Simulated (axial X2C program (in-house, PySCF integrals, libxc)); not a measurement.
## TcSe: relativistic diatomic calculation

- system: TcSe, single determinant with M_S = 5/2 and |Λ| = 0.
- method: HF, spin-free X2C-1e, Tc dyall-cv3z, Se dyall-cv3z (cores contracted) (axial X2C program (in-house, PySCF integrals, libxc))

## Input
```
{"zs": [43, 34], "q": 0, "bas": ["dyall-cv3z", "dyall-cv3z"], "levels": ["PBE0", "HF", "PBE"], "cc": true, "r0": 2.27, "thr": -2.0, "nmax": 110, "npts": 10, "nst": 2, "ntry": 8}
```

The line is the task of a batch: nuclear charges, charge, bases, the levels to run, a first guess of the distance and further settings. This report covers HF without spin-orbit coupling. The log is that of the reference distance 2.257 Å.

Launched within a batch (the task file carries these settings):
```bash
python <driver script> task.json out
```

## Output
```
spin-free X2C-1e  HF
basis functions 252  fitting functions 1260  grid points 5804
iter        total energy     max residual
   1      -6711.239625132     3.10e-01
   2      -6711.280453420     1.43e-02
   3      -6711.285174799     1.15e-02
   4      -6711.289747775     4.80e-03
   5      -6711.292017567     3.39e-03
   6      -6711.293703594     2.08e-03
   7      -6711.294771080     1.43e-03
   8      -6711.295520171     1.02e-03
   9      -6711.295816003     6.17e-04
  10      -6711.295914406     3.35e-04
  11      -6711.295935677     1.69e-04
  12      -6711.295944763     1.03e-04
  13      -6711.295949150     3.95e-05
  14      -6711.295949681     2.35e-05
  15      -6711.295949759     7.84e-06
  16      -6711.295949771     2.80e-06
  17      -6711.295949772     6.91e-07
converged
one-electron -9971.93633636  Coulomb 3132.38574394  exact exchange -214.52651923  xc functional 0.00000000  nuclear repulsion 342.78116188
correlated 13  virtual 297  natural virtual 110  E(MP2) -0.294033286  MP2 remainder -0.009321546
iter   CCSD correlation   residual
   1     -0.289188143   1.64e-01
   2     -0.298695892   9.25e-02
   3     -0.305852730   5.47e-02
   4     -0.308418973   2.97e-02
   5     -0.309845918   1.41e-02
   6     -0.310074357   5.07e-03
   7     -0.310132507   2.00e-03
   8     -0.310151116   9.53e-04
   9     -0.310130440   5.10e-04
  10     -0.310140855   2.25e-04
  11     -0.310136181   9.89e-05
  12     -0.310138147   4.94e-05
  13     -0.310137013   2.91e-05
  14     -0.310136476   1.32e-05
  15     -0.310136267   5.54e-06
  16     -0.310136166   2.43e-06
  17     -0.310136124   1.21e-06
  18     -0.310136104   7.04e-07
  19     -0.310136082   3.43e-07
  20     -0.310136079   1.68e-07
(T) -0.01873539534101439  T1 0.0858  D1 0.1652  max T2 0.054
```

## The points of the curve

```tsv
R (Å)	E (hartree)	dipole (D; origin at the first atom, positive when the second is positive)	highest filled (eV)	lowest empty (eV)
1.964	−6711.227725	−4.61	−8.12	−0.17
2.054	−6711.261967	−5.20	−8.13	−0.39
2.122	−6711.278474	−5.53	−8.12	−0.55
2.189	−6711.289276	−5.72	−8.11	−0.67
2.257	−6711.295950	−5.72	−8.12	−0.74
2.336	−6711.300149	−5.61	−8.15	−0.75
2.415	−6711.301699	−5.55	−8.15	−0.72
2.517	−6711.300993	−5.63	−8.11	−0.65
2.641	−6711.297313	−5.94	−8.01	−0.55
2.821	−6711.288644	−6.66	−7.80	−0.41
```

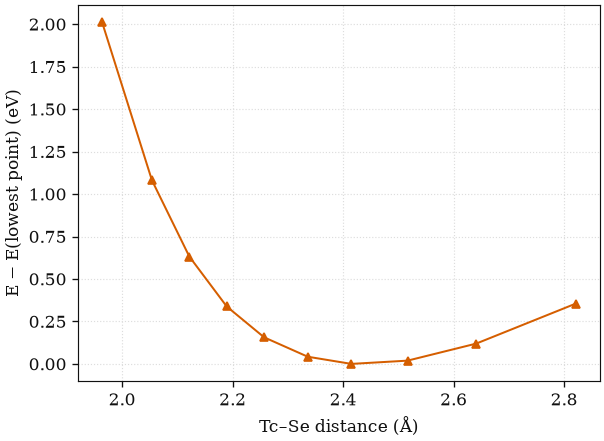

Figure 1. Energy at 10 bond lengths, for one set of occupations held fixed; the line joins the points. A polynomial of degree 6 through 9 points gives rₑ = 2.438 Å, ωₑ = 212.7 cm⁻¹, ωₑxₑ = 0.016 cm⁻¹ and Bₑ = 0.06418 cm⁻¹. The minimum lies 1.43 eV below Tc + Se, each computed as one determinant at the same level.

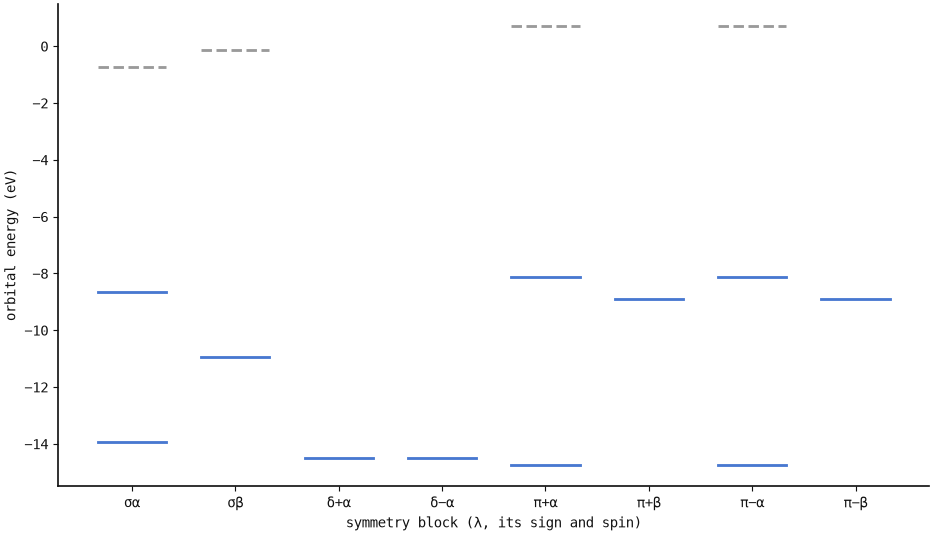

Figure 2. Orbital energies near the frontier at 2.26 Å, filled (solid) and empty (dashed); a label such as π−α means λ = −1 and α spin. The highest filled orbital (π−α; 73 % Se p, 14 % Tc p) lies at −8.12 eV, the lowest empty one (σα; 41 % Tc p, 35 % Se p) at −0.74 eV.

## Key numbers

| quantity | value |
| --- | --- |
| outcome | converged |
| bond length rₑ | 2.438 Å |
| ωₑ | 212.7 cm⁻¹ |
| energy at the minimum | −6711.30176 hartree |
| depth below the fragments | 1.43 eV |
| largest ⟨S²⟩ along the curve | 9.52 |
| hardware | 1 thread of Arm Neoverse N1, 60 GiB of memory available, shared host |
| wall time | 13 s |
| peak memory | 1.3 GiB |

## Remarks

Hartree–Fock lacks correlation, so it usually binds too weakly.
